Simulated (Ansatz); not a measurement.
**AlH3 (SMILES [H][Al]([H])[H]) at PBE0/6-31G(d) (spherical functions)**

What is the energy change on altering one bond length of AlH3 at PBE0/6-31G* (spherical functions)? 

The calculation is run with Ansatz 0.2.0.

61 further runs of the same task are left out: 2 that didn't finish, 59 set aside as unsound or not needed.

**1. The molecule**

AlH3: 4 atoms, total charge 0, spin state singlet. SMILES: `[H][Al]([H])[H]`. Geometry: a GFN2-xTB relaxation, a rough one for these elements and not checked as a minimum.

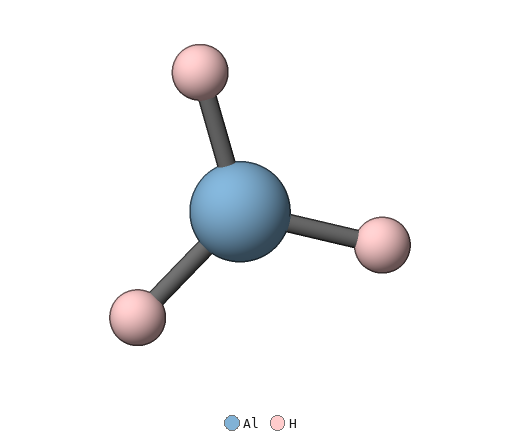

Viewed from a chosen angle; aluminium light blue, hydrogen pink.

**2. The energy at PBE0/6-31G(d) (spherical functions)**

The input, molecule.yaml:

```yaml
basis:
  gaussian: {orbitals: 6-31G_st_-spherical.json}
crystal:
  periodic: [false, false, false]
  atoms:
    - {symbol: Al, position_ang: [-0.000010, -0.000020, 0.000020]}
    - {symbol: H, position_ang: [1.552650, -0.030520, 0.014610]}
    - {symbol: H, position_ang: [-0.749810, 1.359840, -0.019120]}
    - {symbol: H, position_ang: [-0.802830, -1.329300, 0.004480]}
hamiltonian: {xc: {name: PBE0}}
accuracy: high
```

The basis set 6-31G* is read from a file made from the Basis Set Exchange's data (not shown).

Run with:

```bash
$ ansatz run molecule.yaml --threads 1 --pin off --max-ram 2610MiB --events-out events.jsonl --progress --plain --runs-dir runs
```

Standard output:

```text
Warning: RAYON_NUM_THREADS=1 ignored (pool sized by the plan → 1); use --threads N
Functional definition: PBE0
  name "PBE0"
  parameter a = 0.25
  parameter kappa = 0.804
  parameter beta = 0.06672455060314922
  exchange = (1 - a)*pbe_x(kappa = kappa, mu = beta*pi^2/3) + a*exact_x
  correlation = pbe_c(beta = beta)
453 factors; integrals over basis functions are off by at most 3.6e-9 eV
mean field evaluation 1: about -6640.6978 eV, gradient 8.3e0 eV
mean field evaluation 2: about -6640.9557 eV, gradient 1.9e0 eV
mean field evaluation 4: about -6640.9694 eV, gradient 2.1e-1 eV
mean field evaluation 8: about -6640.9697 eV, gradient 6.1e-4 eV
mean field -6640.96971523 eV, -244.0511356236 hartree, gradient 1.6e-9 eV, S^2 0.000000; 0 other end points of the search recorded, 0 dependent functions left out
reference -6640.96971818 eV, -244.0511357321 hartree; 8, 8 occupied and 16, 16 virtual orbitals, 453 factors
Total energy: -6640.96971818 eV, -244.0511357321 hartree
```

Wall time 0.74 s (1 thread of Arm Neoverse V2, shared host).

**3. The distorted shape, same level**

The input, run.yaml:

```yaml
crystal:
  periodic: [false, false, false]
  atoms:
    - symbol: Al
      position_ang: [-0.388190, 0.007605, -0.003628]
    - symbol: H
      position_ang: [1.552650, -0.030520, 0.014610]
    - symbol: H
      position_ang: [-1.137990, 1.367465, -0.022768]
    - symbol: H
      position_ang: [-1.191010, -1.321675, 0.000832]
basis:
  gaussian:
    orbitals: 6-31G_st_-spherical.json
hamiltonian:
  xc: pbe0
accuracy: high
```

The basis set 6-31G* is read from a file made from the Basis Set Exchange's data (not shown).

Run with:

```bash
$ ansatz run run.yaml --threads 1 --pin off --max-ram 2610MiB --events-out events.jsonl --progress --plain --runs-dir runs
```

Standard output (excerpt; [...] marks lines left out):

```text
Warning: RAYON_NUM_THREADS=1 ignored (pool sized by the plan → 1); use --threads N
[... 7 set-up lines as earlier in the session ...]
453 factors; integrals over basis functions are off by at most 3.6e-9 eV
mean field evaluation 1: about -6640.1820 eV, gradient 8.1e0 eV
mean field evaluation 2: about -6640.4201 eV, gradient 2.7e0 eV
mean field evaluation 4: about -6640.4533 eV, gradient 5.6e-2 eV
mean field evaluation 8: about -6640.4527 eV, gradient 6.4e-4 eV
mean field -6640.45274114 eV, -244.0321371765 hartree, gradient 2.4e-8 eV, S^2 0.000000; 0 other end points of the search recorded, 0 dependent functions left out
reference -6640.45274405 eV, -244.0321372834 hartree; 8, 8 occupied and 16, 16 virtual orbitals, 453 factors
Total energy: -6640.45274405 eV, -244.0321372834 hartree
```

It took 0.75 s on 1 thread of Arm Neoverse V2, shared host.

**4. Outcome**

Level: PBE0/6-31G* (spherical functions).

```
                                                          quantity          value
                                         first shape: total energy  -244.05114 Eh
                                     distorted shape: total energy  -244.03214 Eh
energy change with the Al1–H2 bond stretched from 1.553 to 1.941 Å       0.517 eV
```

With the Al1–H2 bond stretched from 1.553 to 1.941 Å the energy rises by 0.52 eV (11.9 kcal/mol). The first shape isn't relaxed at this level, so the change isn't measured from a minimum.
